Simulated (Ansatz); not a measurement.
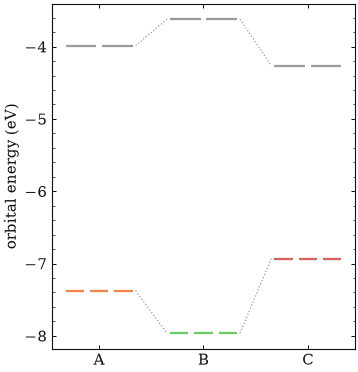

Frontier orbital energies of TiI₄, SMILES [I][Ti]([I])([I])[I], singlet at one geometry, def2-TZVPP, the Ansatz code, at a PBE0-D4/def2-TZVP geometry (a minimum by its frequencies). Empty levels are grey, levels within 0.1 eV stand side by side; all columns show the same few orbitals around the gap. Dotted lines join the HOMOs and the LUMOs.

**The columns come from B97M-V, HSE06 and r2SCAN0. Which is which?**

A: HSE06 (HOMO −7.38, LUMO −3.99, separation 3.39 eV)
B: r2SCAN0 (HOMO −7.96, LUMO −3.62, separation 4.34 eV)
C: B97M-V (HOMO −6.93, LUMO −4.26, separation 2.67 eV)

Caveats, for all or some of the runs: core potentials past krypton; spin-orbit coupling is left out, and with I it can shift these levels and split any degenerate set.
